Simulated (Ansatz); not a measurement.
# How NaHgF3 (model structure) absorbs and reflects light, part 2 of 2

What colour and refractive index does NaHgF3 (model structure) have at this level of theory? The structure is a model built here, which may or may not match a known phase. It was built so: All Cd replaced by Hg and K replaced by Na in the Pm-3m structure of KCdF3.

Ansatz 0.2.0; DFT, PBE, plane-wave PAW, default files, scalar-relativistic, independent-particle optical response without local fields.

So far: The structure; Relaxation. The relaxed cell has a = 4.561 Å (conventional setting).

### 3. Ground state and bands

The self-consistent density comes first; it also tells whether there is a gap, which decides the occupations and the need for a Drude term.

This step: DFT, PBE, plane-wave PAW, default files, scalar-relativistic, ground state (Ansatz 0.2.0).

Input file input.yaml:

```yaml
crystal:
  lattice:
    - [4.5605912739, 0.0, 0.0]
    - [0.0, 4.5605912739, 0.0]
    - [0.0, 0.0, 4.5605912739]
  atoms:
    - { symbol: Hg, position: [0.5, 0.5, 0.5] }
    - { symbol: Na, position: [0.0, 0.0, 0.0] }
    - { symbol: F, position: [0.5, 0.5, 0.0] }
    - { symbol: F, position: [0.5, 0.0, 0.5] }
    - { symbol: F, position: [0.0, 0.5, 0.5] }
kpoints:
  mp_grid: { grid: [5, 5, 5] }
  band_path:
    path:
      - [[0.0, 0.0, 0.0], [0.0, 0.5, 0.0], [0.5, 0.5, 0.0], [0.0, 0.0, 0.0], [0.5, 0.5, 0.5], [0.0, 0.5, 0.0]]
      - [[0.5, 0.5, 0.0], [0.5, 0.5, 0.5]]
    npoints: 10
scf:
  occupations: { method: fermi_dirac, width: 0.05 }
  n_extra_bands: 9
hamiltonian:
  xc: pbe
  pseudopotentials: { kind: paw }
output:
  forces: true
  stress: true
  populations: true
  write_bands: true
  write_density: true
  write_potential: true
  elf: true
  volumetric_format: npy
```

On the command line:

```sh
> ansatz run input.yaml --threads 4 --pin off --max-ram 8192MiB --backend cpu --events-out ev --progress --plain --runs-dir out
```

Numbers of over 12 decimals in the logs are rounded to 6 here.

Log:

```text
[...]
Crystal: 5 atoms, lattice volume = 94.856 Å³
Basis set: ecut = 420 eV, 1863 PW (Γ), exchange–correlation on 64×64×64 points (8 copies of the dense FFT grid, shifted against one another)
Bands: 34, of which v1, the nominal top of the filled ones, is band 25 counted from 1 (24 counted from 0)
Symmetry: 48 space group operations
[...]
k-points: 10 of 125
[...]
SCF iter   1: F=—  HF=-17725.357626 eV  |F-HF|=—  |Δ(HF+E_count)|=         —  Δρ=8.74e-4  dr2=7.52e-4  ethr=1.77e-3  ⟨swp⟩=5.8  Hψ=1421  notcnv=0  defer=4
[...]
SCF iter   6: F=-17725.360072 eV  HF=-17725.360072 eV  |F-HF|=2.29e-8  |Δ(HF+E_count)|=   1.02e-6  Δρ=8.00e-6  dr2=6.24e-8  ethr=2.00e-10  ⟨swp⟩=10.9  Hψ=2438  notcnv=0
SCF 1 converged in 6 iterations: F = -17725.360072 eV  dr2 = 6.24e-8
[...]
NSCF: frozen V_eff on 62 k-points
SCF converged after 6 iterations
Free energy (F): -17725.360072 eV
[...]
Internal energy: -17725.359938 eV  (E = F + TS)
E sigma→0 (E₀):  -17725.360005 eV
Entropy (-TS):   -0.000135 eV (-0.027 meV/atom)
Fermi energy:    3.345413 eV
[...]
--- Stress (GPa, compression-positive) ---
        0.016314       0.000000       0.000000
        0.000000       0.016314       0.000000
        0.000000       0.000000       0.016314
  P = ⅓ Tr σ = 0.0163 GPa (0.163 kbar)
--- Band table (eV; the first three rows and the last of 10) ---
  k-point 0: bands = [... 21 lower, 0.6994, 0.7336, 0.7336, 0.7336, 3.5690, 8.1896, 12.7527, 12.7527, ... 5 higher]
  k-point 1: bands = [... 21 lower, 0.7150, 0.8033, 0.8642, 0.8642, 4.3166, 8.3196, 11.4075, 12.8758, ... 5 higher]
  k-point 2: bands = [... 21 lower, 0.7194, 1.0737, 1.0831, 1.0831, 5.8105, 8.0476, 10.9580, 13.3031, ... 5 higher]
  k-point 9: bands = [... 21 lower, 1.0367, 1.0374, 2.9189, 2.9189, 8.1114, 9.2360, 10.7714, 10.7714, ... 5 higher]
--- Löwdin populations: 5 sites ---
  site symbol       q [e]
     0     Hg     18.5599
     1     Na      8.1849
     2      F      7.6860
     3      F      7.6860
     4      F      7.6860
  spilling = 0.003942 (of n_electrons = 50.000000)
```

It took 1.9 s on 4 threads of Arm Neoverse V1, shared host; peak memory 0.4 GiB; 6.9 s of CPU time.

Numbers from this step:

- free energy: -17725.3601 eV
- Fermi energy: 3.345 eV
- gap by band count: 0.6415 eV
- electrons: 50
- symmetry operations: 48
- pressure: 0.01631 GPa
- volume: 94.86 Å³
- gap on the path: 0.3964 eV
- least direct gap on the path: 2.835 eV

There is a gap, 0.40 eV on the path, so no carriers' term is needed. The cell is left with a pressure of 0.0 GPa after its relaxation.

The electronic bands at the labelled points (eV, zero at the Fermi level; v1 is the highest filled band, c1 the lowest empty one):

```
    point     v4     v3     v2     v1    c1    c2    c3     c4
        Γ  -2.65  -2.61  -2.61  -2.61  0.22  4.84  9.41   9.41
        X  -2.62  -2.23  -2.23  -2.23  2.84  4.49  7.67  10.32
        M  -2.28  -2.22  -2.22  -0.17  4.31  5.86  6.30   6.30
        Γ  -2.65  -2.61  -2.61  -2.61  0.22  4.84  9.41   9.41
        R  -2.27  -2.27  -0.17  -0.17  5.49  6.00  7.46   7.46
        X  -2.62  -2.23  -2.23  -2.23  2.84  4.49  7.67  10.32
jump to M  -2.28  -2.22  -2.22  -0.17  4.31  5.86  6.30   6.30
        R  -2.27  -2.27  -0.17  -0.17  5.49  6.00  7.46   7.46
```

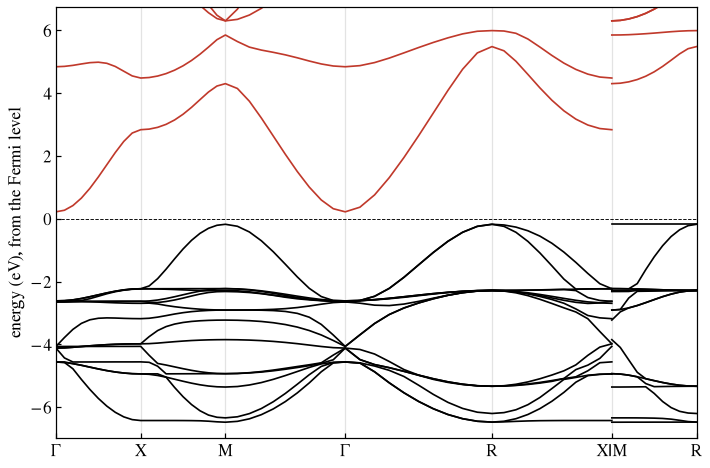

Electronic bands along the path; lines of filled and empty bands in two colours.

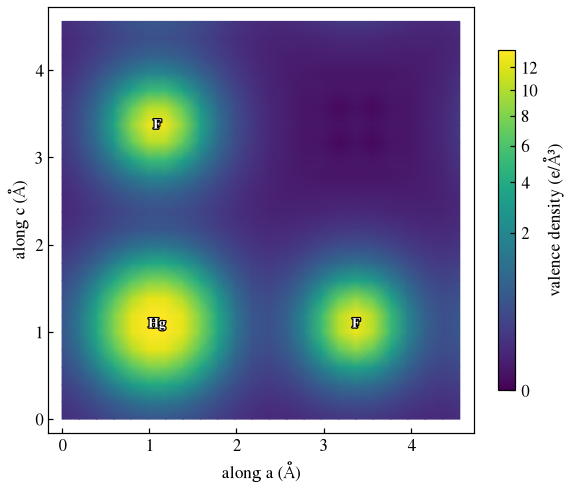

Valence density in the ac plane at fractional y = 0.500, with atoms of Hg and F within 0.2 Å of it. It is the smooth field of the valence electrons, not physical close to the nuclei. The map starts off the cell's origin, so that atoms lie inside it. The colour scale is stretched toward low values.

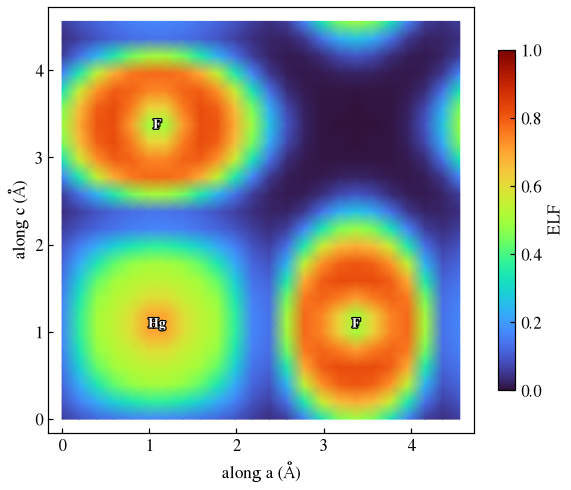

ELF in the ac plane at fractional y = 0.500, with atoms of Hg and F within 0.2 Å of it. It is the smooth field of the valence electrons, not physical close to the nuclei. The map starts off the cell's origin, so that atoms lie inside it.

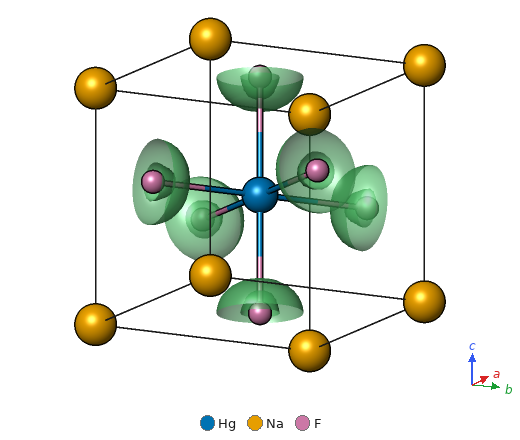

Surface of ELF = 0.75.

### 4. Spectrum

The spectrum is a sum over vertical transitions between filled and empty bands at the fixed density, so many empty bands are needed.

This step: DFT, PBE, plane-wave PAW, default files, scalar-relativistic, independent-particle optical response without local fields (Ansatz 0.2.0).

input.yaml, the sections that differ from step 3:

```yaml
kpoints:
  mp_grid: { grid: [5, 5, 5] }
scf:
  occupations: { method: fixed }
output:
  optics:
    e_range: [0, 22]
    de: 0.05
    sigma: 0.1
    nscf_kmesh: { grid: [8, 8, 8] }
    bands: { spectra_wanted_up_to: 22 }
# crystal, hamiltonian: as in step 3
```

Log:

```text
[...]
Crystal: 5 atoms, lattice volume = 94.856 Å³
Basis set: ecut = 420 eV, 1863 PW (Γ)
Bands: 30, of which v1, the nominal top of the filled ones, is band 25 counted from 1 (24 counted from 0)
Symmetry: 48 space group operations
[...]
k-points: 10 of 125
[...]
SCF iter   1: F=—  HF=-17725.357770 eV  |F-HF|=—  |Δ(HF+E_count)|=         —  Δρ=8.85e-4  dr2=7.70e-4  ethr=1.77e-3  ⟨swp⟩=4.5  Hψ=1031  notcnv=0  defer=30
[...]
SCF iter  10: F=-17725.360421 eV  HF=-17725.360421 eV  |F-HF|=7.28e-12  |Δ(HF+E_count)|=  7.28e-12  Δρ=2.69e-8  dr2=6.38e-13  ethr=1.00e-12  ⟨swp⟩=8.1  Hψ=1063  notcnv=0
SCF 1 converged in 10 iterations: F = -17725.360421 eV  dr2 = 6.38e-13
[...]
output.optics: what the bands over the 72 summed would add to eps1, eps2 and the energy-loss function is held between a lower and an upper bound (6 Lanczos steps). eps1, eps2 and their loss function (loss_summed_bands) are given on every row as the summed bands alone make them. Along an axis, on a row where the two bounds hold the loss function to about 1 % of the greater of itself and 0.5 % of |1/eps|, its cell (loss_completed) is given, with the completed eps1 and eps2 that it is formed of (a cell that is left empty reads nan in the table and null in the record). The two bounds hold it so along every axis on all 441 rows up to 22.000 eV. [rest of the remark cut]
SCF converged after 10 iterations
Free energy (F): -17725.360421 eV
[...]
Internal energy: -17725.360421 eV  (E = F + TS)
E sigma→0 (E₀):  -17725.360421 eV
Fermi energy:    2.927619 eV
[...]
--- Band table (eV; the first three rows and the last of 10) ---
  k-point 0: bands = [... 21 lower, 0.6997, 0.7338, 0.7338, 0.7338, 3.5686, 8.1894, 12.7528, 12.7528, ... 1 higher]
  k-point 1: bands = [... 21 lower, 0.7152, 0.8033, 0.8643, 0.8643, 4.3163, 8.3194, 11.4077, 12.8759, ... 1 higher]
  k-point 2: bands = [... 21 lower, 0.7196, 1.0735, 1.0832, 1.0832, 5.8103, 8.0476, 10.9581, 13.3032, ... 1 higher]
  k-point 9: bands = [... 21 lower, 1.0369, 1.0375, 2.9190, 2.9190, 8.1110, 9.2359, 10.7715, 10.7715, ... 1 higher]
```

Elapsed: 21 s, on 4 threads; peak memory 1 GiB; 81 s of CPU time.

Read-outs, printed or worked out from the files:

- electronic dielectric constant ε∞, mean over x, y and z (by symmetry where fewer were run): 2.972
- absorption onset, first axis (α over 10⁴ cm⁻¹, or the direct gap if that lies higher): 2.851 eV
- main peak of Im epsilon, first axis: 4.231 eV
- centre of weight of the strongest loss peak in the window: 15.63 eV
- photocurrent from vertical transitions in a film 500 nm thick on a perfect mirror (two passes), AM1.5G, no front reflection, all carriers collected: 2.704 mA/cm²
- least direct gap on the mesh: 2.835 eV
- bands summed: 72
- spectra valid up to: 33.86 eV
- program's estimate of the k-sum error in Im epsilon: 0.05 %
- electrons in the f-sum: 24.19

The Im ε, any direction has structure finer than the step of the table below, so its rows give means over 1 eV, whole bins alone (the curve runs from 0 to 22 eV). Peaks (eV: height): 4.2: 3.63, 8.2: 1.87, 12.2: 1.54, 20.2: 0.928.

The Im ε, any direction by photon energy; means over each step:

```
photon energy (eV)  Im ε, any direction
                 2                    0
                 3                0.990
                 4                 3.31
                 5                 1.52
                 6                0.684
                 7                0.680
                 8                 1.05
                 9                0.673
                10                 1.20
                11                0.952
                12                 1.36
                13                 1.30
                14                 1.17
                15                0.721
                16                0.937
                17                0.706
                18                0.460
                19                0.567
                20                0.618
                21                0.486
```

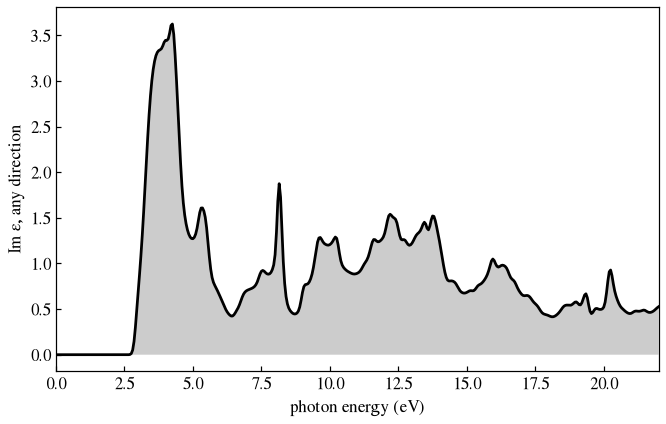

Im ε, any direction against photon energy.

The Re ε, any direction by photon energy:

```
photon energy (eV)  Re ε, any direction
                 0                 2.97
                 1                 3.05
                 2                 3.35
                 3                 4.95
                 4                 2.62
                 5                 1.37
                 6                 1.26
                 7                 1.93
                 8                 2.23
                 9                 2.10
                10                 1.77
                11                 1.74
                12                 1.77
                13                 1.38
                14                0.642
                15                 1.06
                16                 1.06
                17                0.828
                18                0.997
                19                 1.12
                20                 1.29
                21                 1.07
                22                 1.18
```

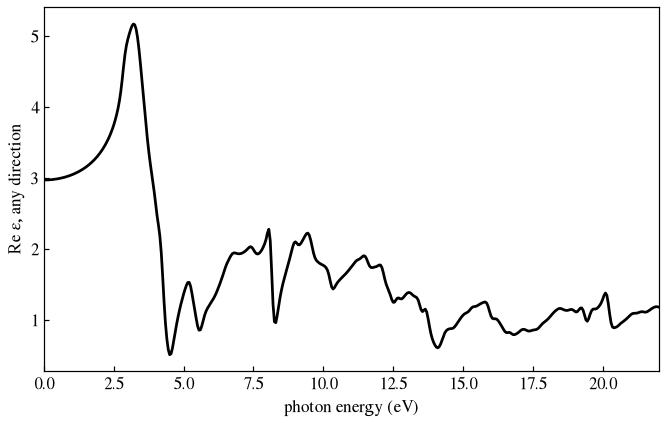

Re ε, any direction, plotted against photon energy.

The loss function −Im 1/ε at q → 0, any direction has structure finer than the step of the table below, so its rows give means over 1 eV, whole bins alone (the curve runs from 0 to 22 eV). Peaks (eV: height): 4.7: 0.507, 5.6: 0.568, 8.3: 0.520, 14.2: 0.728, 16.8: 0.631, 19.4: 0.449, 20.4: 0.549.

The loss function −Im 1/ε at q → 0, any direction by energy loss; means over each step:

```
energy loss (eV)  loss function −Im 1/ε at q → 0, any direction
               2                                              0
               3                                         0.0345
               4                                          0.200
               5                                          0.412
               6                                          0.332
               7                                          0.159
               8                                          0.264
               9                                          0.153
              10                                          0.272
              11                                          0.244
              12                                          0.298
              13                                          0.380
              14                                          0.571
              15                                          0.454
              16                                          0.456
              17                                          0.587
              18                                          0.384
              19                                          0.361
              20                                          0.368
              21                                          0.371
```

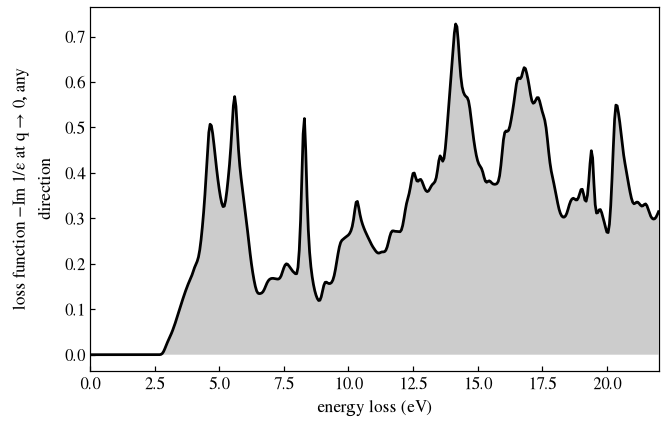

Loss function −Im 1/ε at q → 0, any direction against energy loss.

Values under 1 per cm are given as 1. Table of absorption coefficient, any direction by photon energy:

```
photon energy (eV)  absorption coefficient, any direction (1/cm)
              0.00                                             1
              2.00                                             1
              4.00                                         3.7e5
              6.00                                         1.7e5
              8.00                                         2.9e5
             10.00                                         4.4e5
             12.00                                         5.7e5
             14.00                                         8.8e5
             16.00                                         7.4e5
             18.00                                         3.8e5
             20.00                                         4.6e5
             22.00                                         5.3e5
```

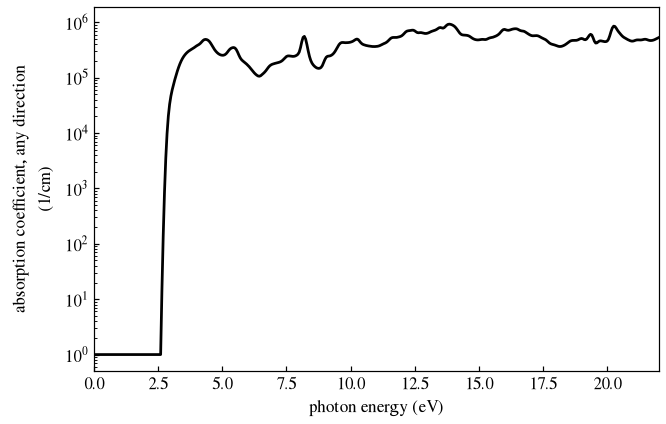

Absorption coefficient, any direction against photon energy.

The reflectivity at normal incidence, any direction has structure finer than the step of the table below, so its rows give means over 1 eV, whole bins alone (the curve runs from 0 to 22 eV). Peaks (eV: height): 4.3: 20.0, 5.4: 8.50, 8.2: 9.66, 9.6: 6.64, 13.8: 9.11, 16.4: 4.84, 20.2: 3.99.

Reflectivity at normal incidence, any direction against photon energy; means over each step:

```
photon energy (eV)  reflectivity at normal incidence, any direction (%)
                 1                                                 7.40
                 2                                                 8.72
                 3                                                 14.4
                 4                                                 18.2
                 5                                                 8.50
                 6                                                 2.93
                 7                                                 3.90
                 8                                                 5.43
                 9                                                 3.99
                10                                                 5.79
                11                                                 4.47
                12                                                 6.69
                13                                                 6.22
                14                                                 6.87
                15                                                 2.75
                16                                                 4.16
                17                                                 3.23
                18                                                 1.31
                19                                                 1.73
                20                                                 2.17
                21                                                 1.36
```

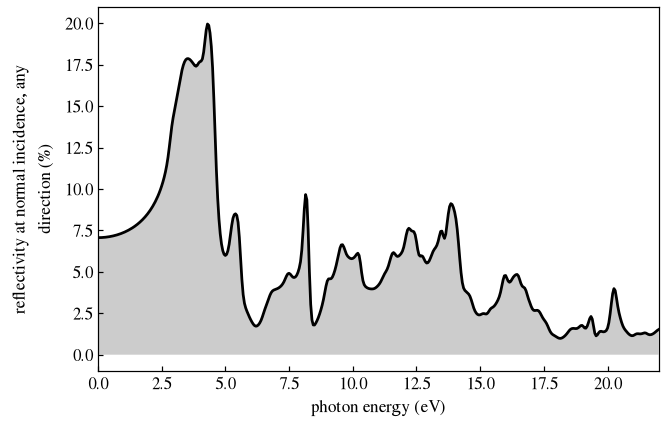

Reflectivity at normal incidence, any direction, plotted against photon energy.

From ε follow the optical constants at some laser and lamp lines:

```
wavelength (nm)     n      k  R (%)        1/α
           1550  1.74  0.000    7.3  over 1 mm
            800  1.78  0.000    7.9  over 1 mm
            633  1.82  0.000    8.5  over 1 mm
            532  1.89  0.000    9.5  over 1 mm
            450  2.06  0.004   12.0     8.9 µm
            308  1.85  0.933   17.7      26 nm
            193  1.30  0.164    2.2      94 nm
```

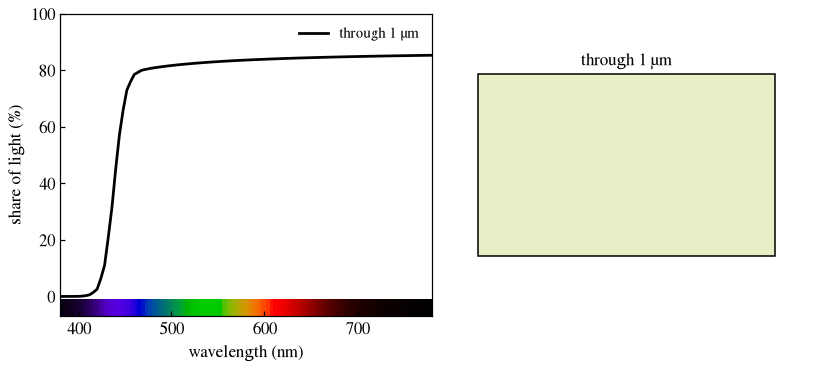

Light through 1 µm across the visible range, with the colour that it makes of daylight (sRGB).

A film 1 µm thick would pass 83 % of daylight and look yellow-green in transmission (x = 0.334, y = 0.372). A larger true gap would move the edge to shorter wavelengths and change the colour.

The f-sum over the summed bands holds 24.2 of the cell's 50 electrons outside the frozen cores, 22 of which lie in bands more than 12 eV below the Fermi level, whose transitions come at higher energies. Up to 22 eV the strength has a mean oscillator energy of 8.8 eV, and these transitions give 85 % of ε∞ − 1 along x; the rest comes from higher ones.

### 5. Outcome

```
gap on the path                                                                                                                                     : 0.396 eV
least direct gap on the path                                                                                                                        : 2.84 eV
electronic dielectric constant ε∞, mean over x, y and z (by symmetry where fewer were run) (independent particles)                                  : 2.97
absorption onset, first axis (α over 10⁴ cm⁻¹, or the direct gap if that lies higher)                                                               : 2.85 eV
main peak of Im epsilon, first axis                                                                                                                 : 4.23 eV
centre of weight of the strongest loss peak in the window, first axis                                                                               : 15.6 eV
photocurrent from vertical transitions in a film 500 nm thick on a perfect mirror (two passes), AM1.5G, no front reflection, all carriers collected : 2.70 mA/cm²
```

**Reading.** At this level (PBE, independent particles) NaHgF3 has ε∞ = 2.97 and n = 1.74 at 1550 nm; absorption sets in near 2.9 eV, and Im ε peaks at 4.2 eV. The cell grew by 47.2 % in volume. The gap is indirect (0.40 eV), so absorption without phonons can begin only at the direct gap of 2.84 eV. Absorption passes 10⁴ cm⁻¹ from the direct gap on, 2.83 eV, inside the visible range. The strongest loss structure up to 22 eV has its centre of weight at 15.6 eV; a free-electron gas of the 24.2 electrons in the f-sum would put its plasmon at 18.7 eV. Distinct maxima of Im ε, read by a parabola through the highest points, lie at 4.23 eV (3.6), 5.33 eV (1.6), 8.15 eV (1.9) and 12.20 eV (1.5). The f-sum over the summed bands holds 24.2 of the cell's 50 electrons outside the frozen cores, 22 of which lie in bands more than 12 eV below the Fermi level, whose transitions come at higher energies. Up to 22 eV the strength has a mean oscillator energy of 8.8 eV, and these transitions give 85 % of ε∞ − 1 along x; the rest comes from higher ones. A film 1 µm thick would pass 83 % of daylight and look yellow-green in transmission (x = 0.334, y = 0.372). A larger true gap would move the edge to shorter wavelengths and change the colour. Excitons and phonon-assisted transitions are missing, and so are local fields; PBE gaps are as a rule too small, which pulls the onset down and ε∞ up, while the missing spin-orbit coupling works the other way with such heavy atoms. In the base run ε includes the program's bounded estimate of what the bands above those summed add. Spin-orbit coupling is left out although heavy atoms are present. The cell grew by 47 % in the relaxation, which can come from the guessed start or, where layers or molecules are weakly bound, from the missing dispersion term; a larger cell lowers ε.

[Logs are printed without paths, hosts, clocks, repeated set-up lines and the standing remarks that a program may print on its own settings, such as how far it seeks lower states.]

[Hosts, paths, dates, database ids (printed as entryN), source tags and the programs' standing remarks are cut or masked in the printed files.]
